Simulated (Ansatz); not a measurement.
```xyz
10

N    -0.8297    1.1036    0.1212
C    -0.3115   -0.1496    0.4770
O    -1.1084   -1.1954   -0.0660
F    -0.2245   -0.2464    1.8525
Al    1.6056   -0.2745   -0.1556
H    -0.9199    1.2372   -0.9347
H    -1.8376    1.1831    0.4601
H    -1.0153   -1.0948   -1.0475
H     2.2614    0.9614   -0.9044
H     2.4631   -1.5758    0.2004
```

Not at a stationary point (largest force 2.0 eV/Å).

These are results of SCF LDA, Gaussian basis in Ansatz, not measurements.

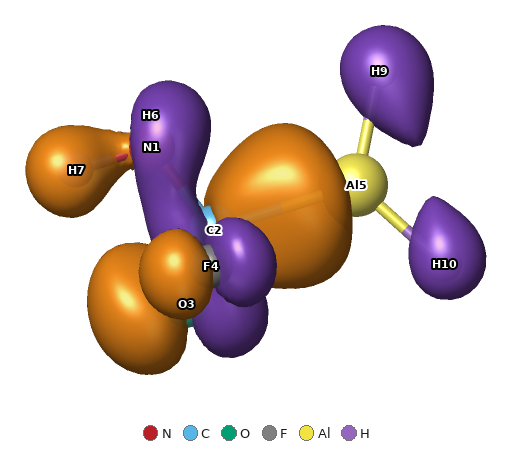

CH$_{5}$AlFNO. The HOMO at ±0.1 Å⁻³ᐟ² (orange and purple are the two phases), seen across its widest extent.

What is the character of this orbital?

Answer. It lies mainly on O3 (about 25 %), C2 (about 25 %), Al5 (about 15 %), F4 (about 10 %) and N1 (about 10 %). Its energy is −5.64 eV.
